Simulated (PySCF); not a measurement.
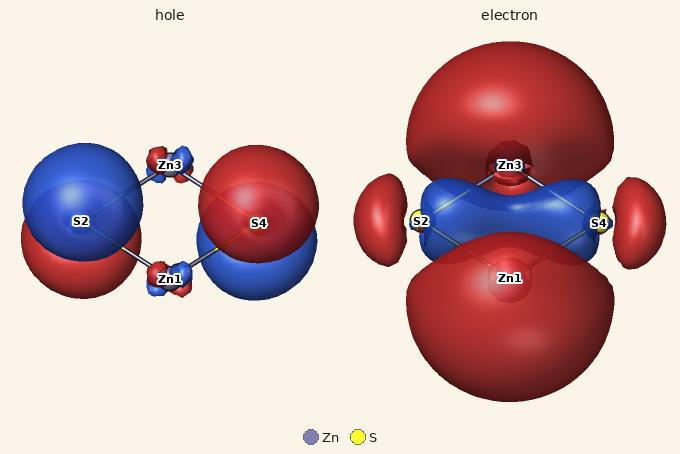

Figure. (ZnS)2 ring (S2Zn2). Leading natural transition orbital pair of S₁ (TDA singlet states); the surfaces enclose about 85 % of each orbital's density.

Method: B3LYP/def2-TZVP; geometry: GFN2-xTB; program: PySCF. This is a single-reference result, which may miss multireference character in this system. No frequency check shows the geometry to be a minimum. GFN2-xTB bond lengths at metals and heavier atoms can be off by up to 0.1 Å and shapes distorted, which carries into these values. Without diffuse functions Rydberg states are missing, so the states' numbers hold for this basis only.

Input

```python
import numpy as np
from pyscf import gto, scf, dft, tdscf
from pyscf.scf import atom_ks, atom_hf
from scipy.linalg import block_diag

def solve(mol, dm0=None, hcore=None):
    mf = (dft.UKS if mol.spin else dft.RKS)(mol, xc='b3lyp')
    mf.grids.level = 3
    mf = mf.density_fit(auxbasis='def2-universal-jkfit')
    mf.conv_tol, mf.max_cycle = 1e-8, 80
    if hcore is not None:
        mf.get_hcore = lambda *args: hcore
    mf.kernel(dm0)
    if not mf.converged:
        mf = mf.newton().run(mf.mo_coeff, mf.mo_occ, max_cycle=30)
    assert mf.converged, 'SCF not converged'
    return mf

mol = gto.M(atom='''
Zn     0.01478     1.33582     0.00000
S      1.85604    -0.01995     0.00000
Zn    -0.01478    -1.33582     0.00000
S     -1.85604     0.01995     0.00000
''', basis='def2-tzvp', charge=0, spin=0, verbose=4)
mf = solve(mol)
td = mf.TDA()
td.nstates, td.singlet, td.conv_tol = 4, True, 1e-5
td.kernel()
td.analyze()
x, y = np.array([p[0] for p in td.xy]), np.array([p[1] + 0 * p[0] for p in td.xy])
f, mu = td.oscillator_strength(), td.transition_dipole()
nto = [td.get_nto(state=i + 1, verbose=4) for i in range(len(td.e))]
# spherically averaged free atoms, for the promolecule
atm = atom_ks.get_atm_nrks(mol, xc='b3lyp')
pro = block_diag(*[(atm[a[0]][2] * atm[a[0]][3]) @ atm[a[0]][2].T for a in mol._atom])
np.savez('result.npz', e=td.e, f=f, ok=td.converged, w=[n[0] for n in nto], nto=[n[1] for n in nto], x=x, y=y, c=mf.mo_coeff, occ=mf.mo_occ, eps=mf.mo_energy, pro=pro, mu=mu)
```

Command:

```sh
OMP_NUM_THREADS=1 python input.py
```

The run took 4.4 min on 1 thread of Arm Neoverse V1, on a shared host, peak memory 0.82 GiB.

### Give its energy and the atoms that hole and electron lie on.

1.48 eV (839 nm), f = 0.000 (dark), partly diffuse acceptor orbital, which a basis without diffuse functions describes poorly; the leading pair carries 100 %; hole on S2 and S4 (45 % each), electron on Zn1 and Zn3 (40 % each) and S2 and S4 (10 % each) (atom shares of so diffuse an orbital are rough); their centroids lie 0.0 Å apart. In canonical orbitals it is mainly HOMO → LUMO (100 %). The HOMO–LUMO gap is 2.45 eV.
